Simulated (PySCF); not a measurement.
Molecule: SMILES CCC(C)=O. Atoms near the plane z = 0.8 Å, at the GFN2-xTB optimised geometry (x, y, z in Å): C1 (1.3, -1.3, 0.3), C2 (0.8, 0.0, 0.0), C3 (-0.8, 0.0, 0.0), C4 (-1.4, 1.4, 0.0), O5 (-1.4, -1.0, 0.0), H6 (1.1, -1.7, 1.3), H7 (2.4, -1.3, 0.2), H9 (1.1, 0.8, 0.7), H11 (-2.4, 1.3, -0.3), H13 (-1.3, 1.8, 1.0).

Calculation: PBE/def2-TZVP (PySCF 2.14.0). The values are rescaled to run from 0 to 1.

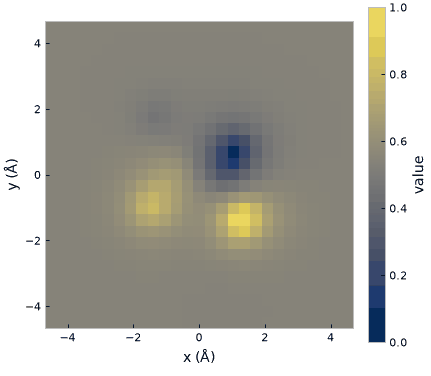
a field on the plane z = 0.8 Å.

Q: Which quantity is mapped?
A. an orbital amplitude
B. log10 of the electron density
C. Laplacian of the electron density
D. electron localisation function

A: A, an orbital amplitude. In full: HOMO−1 amplitude (bohr^(-3/2)).
